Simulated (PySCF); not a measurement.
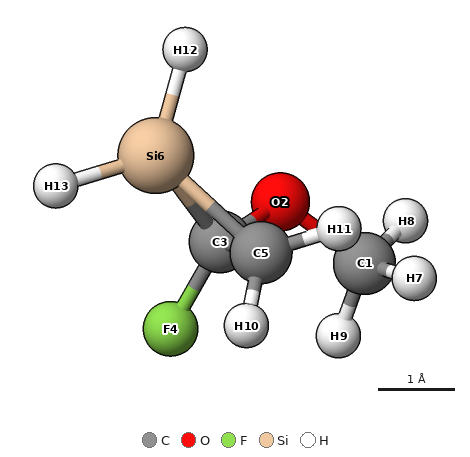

**Figure 1.** The structure as given in the input (ball-and-stick view, seen at a tilt; atoms are numbered from 1 in the order of the input). Bond lengths as drawn: C–C 1.53 Å, C–F 1.39 Å, C–H 1.08 to 1.09 Å, C–O 1.37 to 1.42 Å, C–Si 1.89 to 1.90 Å and H–Si 1.45 Å.

## What a change does: NMR shielding calculation on C3H7FOSi

System: C3H7FOSi.
Method of the first run: GIAO mPW1PW91/def2-SVPD NMR shielding, non-relativistic, gas phase (PySCF 2.14.0).

The geometry comes from this level: GFN2-xTB. Text and figures count atoms from 1; the logs count them from 0 in places.

The input, the first run:
```
{"job": {"kind": "nmr", "xc": "mPW1PW91", "basis": "def2-SVPD", "pop": true, "scf": {"guess": "huckel", "conv": 1e-07}}, "charge": 0, "multiplicity": 1}
C      1.974906     0.468800     0.103267
O      0.851756     0.073987     0.883113
C     -0.364353     0.351366     0.327100
F     -0.573176     1.725490     0.241186
C     -0.824393    -0.396515    -0.929606
Si    -1.838100    -0.805331     0.615602
H      1.964471    -0.019199    -0.875988
H      2.854095     0.157791     0.662611
H      1.986281     1.553084    -0.034709
H     -1.237623     0.234188    -1.704995
H     -0.113910    -1.110426    -1.324524
H     -1.543229    -2.050237     1.293364
H     -3.141112    -0.182511     0.725851
```

The first line tells a small driver script what to run in PySCF; the rest is the geometry in Å.

Launched with:
```bash
OMP_NUM_THREADS=1 python <driver script> task.json out
```

Hardware: 1 CPU thread, shared host.

Output (the first run):
```
final grid: 105968 points
cycle   1  E = -578.9523303115  dE =  1.132e+00  |g| = 4.349e+00  |ddm| = 7.926e+00
cycle   2  E = -572.6988985721  dE =  6.253e+00  |g| = 5.252e+00  |ddm| = 1.319e+02
cycle   3  E = -582.1810621325  dE = -9.482e+00  |g| = 1.286e+00  |ddm| = 1.324e+02
cycle   4  E = -582.4866287274  dE = -3.056e-01  |g| = 8.539e-01  |ddm| = 3.334e+00
cycle   5  E = -582.6667025667  dE = -1.801e-01  |g| = 1.312e-01  |ddm| = 1.292e+00
cycle   6  E = -582.6704828809  dE = -3.780e-03  |g| = 5.544e-02  |ddm| = 2.349e-01
cycle   7  E = -582.6711907876  dE = -7.079e-04  |g| = 1.760e-02  |ddm| = 9.933e-02
cycle   8  E = -582.6712611944  dE = -7.041e-05  |g| = 4.264e-03  |ddm| = 2.669e-02
cycle   9  E = -582.6712649932  dE = -3.799e-06  |g| = 1.484e-03  |ddm| = 6.599e-03
cycle  10  E = -582.6712653758  dE = -3.826e-07  |g| = 2.965e-04  |ddm| = 1.701e-03
cycle  11  E = -582.6712653959  dE = -2.009e-08  |g| = 8.813e-05  |ddm| = 6.697e-04
converged SCF energy = -582.6712653959

GIAO shielding tensors (ppm)
atom      isotropic    diamagn.    paramagn.     s11        s22        s33       span
  0 C      144.202     246.395    -102.192    116.889    123.952    191.765     74.875
  1 O      270.935     387.381    -116.446    202.442    289.313    321.048    118.606
  2 C       83.778     240.770    -156.992     51.742     66.427    133.165     81.423
  3 F      347.039     473.531    -126.492    237.153    370.785    433.178    196.025
  4 C      189.339     235.419     -46.079    158.720    195.608    213.690     54.970
  5 Si     527.581     880.121    -352.540    449.514    473.664    659.565    210.050
  6 H       28.382      30.727      -2.345     24.095     27.478     33.574      9.480
  7 H       28.418      27.675       0.744     24.504     26.346     34.405      9.900
  8 H       27.953      26.672       1.281     23.698     26.212     33.949     10.251
  9 H       30.941      30.752       0.189     26.801     27.287     38.735     11.935
 10 H       30.804      31.478      -0.674     26.061     28.448     37.904     11.843
 11 H       28.619      30.502      -1.883     23.811     26.704     35.340     11.529
 12 H       28.446      29.832      -1.387     23.858     26.416     35.062     11.204
```

For the second run the input was changed thus:
```diff
-"xc": "mPW1PW91"
+"xc": "PBE0"
-"scf": {"guess": "huckel"
-"conv": 1e-07}
```

How does the second run compare with the first run?

The total energies belong to different methods, so their difference says nothing on which is more stable or more accurate. Of all shieldings, the largest change is that of F4, by −1.1 ppm. The functional changes from mPW1PW91 to PBE0. The SCF takes 14 iterations against 11.

Output (the second run):
```
coarse grid: 11400 points
cycle   1  E = -582.1306970186  dE =  6.620e-01  |g| = 6.310e-01  |ddm| = 4.586e+00
cycle   2  E = -582.0695775371  dE =  6.112e-02  |g| = 8.708e-01  |ddm| = 1.549e+00
cycle   3  E = -582.2087778508  dE = -1.392e-01  |g| = 6.571e-02  |ddm| = 8.234e-01
cycle   4  E = -582.2093671956  dE = -5.893e-04  |g| = 3.324e-02  |ddm| = 1.120e-01
cycle   5  E = -582.2096218632  dE = -2.547e-04  |g| = 7.894e-03  |ddm| = 5.242e-02
cycle   6  E = -582.2096357583  dE = -1.390e-05  |g| = 2.017e-03  |ddm| = 1.394e-02
cycle   7  E = -582.2096365179  dE = -7.596e-07  |g| = 5.501e-04  |ddm| = 2.780e-03
final grid: 105968 points
cycle   8  E = -582.2928825475  dE = -3.073e-05  |g| = 1.034e-02  |ddm| = 8.495e-02
cycle   9  E = -582.2928576922  dE =  2.486e-05  |g| = 1.531e-02  |ddm| = 2.671e-02
cycle  10  E = -582.2929044071  dE = -4.671e-05  |g| = 8.908e-04  |ddm| = 1.555e-02
cycle  11  E = -582.2929045919  dE = -1.848e-07  |g| = 2.112e-04  |ddm| = 1.412e-03
cycle  12  E = -582.2929046012  dE = -9.230e-09  |g| = 7.776e-05  |ddm| = 3.582e-04
cycle  13  E = -582.2929046021  dE = -9.795e-10  |g| = 3.280e-05  |ddm| = 1.219e-04
cycle  14  E = -582.2929046023  dE = -1.879e-10  |g| = 5.429e-06  |ddm| = 4.293e-05
converged SCF energy = -582.2929046023

GIAO shielding tensors (ppm)
atom      isotropic    diamagn.    paramagn.     s11        s22        s33       span
  0 C      144.864     245.248    -100.383    117.396    124.469    192.728     75.332
  1 O      271.178     386.857    -115.679    202.147    289.598    321.789    119.642
  2 C       84.176     240.719    -156.543     52.244     66.693    133.593     81.348
  3 F      345.970     472.866    -126.897    235.652    369.741    432.516    196.864
  4 C      189.936     234.460     -44.524    159.143    196.190    214.474     55.331
  5 Si     528.353     880.079    -351.726    450.402    474.267    660.390    209.988
  6 H       28.327      30.511      -2.184     24.017     27.422     33.541      9.524
  7 H       28.359      27.757       0.603     24.432     26.279     34.367      9.934
  8 H       27.897      26.605       1.292     23.616     26.148     33.928     10.312
  9 H       30.897      30.666       0.231     26.736     27.195     38.760     12.024
 10 H       30.753      31.280      -0.527     25.981     28.361     37.916     11.935
 11 H       28.552      30.337      -1.785     23.730     26.622     35.306     11.576
 12 H       28.378      29.702      -1.324     23.776     26.333     35.024     11.247
```

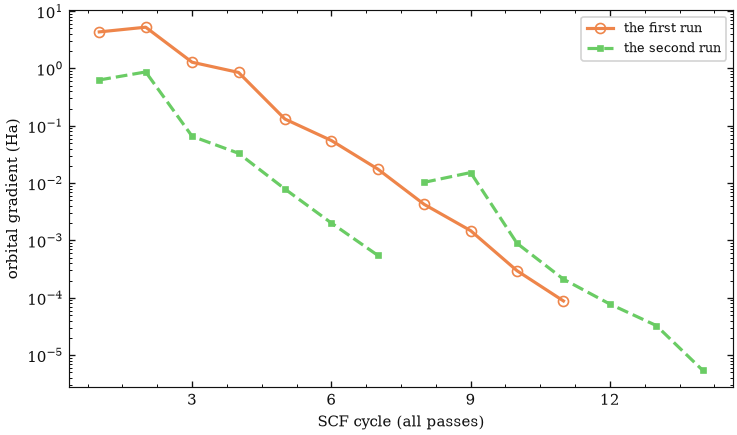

**Figure 2.** Convergence of the two runs: orbital gradient against the SCF cycle. A break in a curve parts two SCF passes (coarse and final grid). The first run takes 11 cycles in all, and the second run takes 14.

The two runs side by side:

| quantity | the first run | the second run |
| --- | --- | --- |
| outcome | converged | converged |
| total energy (hartree) | −582.671265 | −582.292905 |
| HOMO (eV) | −7.02 | −7.00 |
| LUMO (eV) | −0.16 | −0.16 |
| dipole moment (D) | 1.89 | 1.88 |
| shielding of C1 (ppm) | 144.2 | 144.9 |
| shielding of O2 (ppm) | 270.9 | 271.2 |
| shielding of C3 (ppm) | 83.8 | 84.2 |
| shielding of F4 (ppm) | 347.0 | 346.0 |
| shielding of C5 (ppm) | 189.3 | 189.9 |
| shielding of Si6 (ppm) | 527.6 | 528.4 |
| shielding of H13 (ppm) | 28.4 | 28.4 |
| SCF iterations | 11 | 14 |
| basis functions | 186 | 186 |
| wall time (shared host) | 22 s | 16 s |
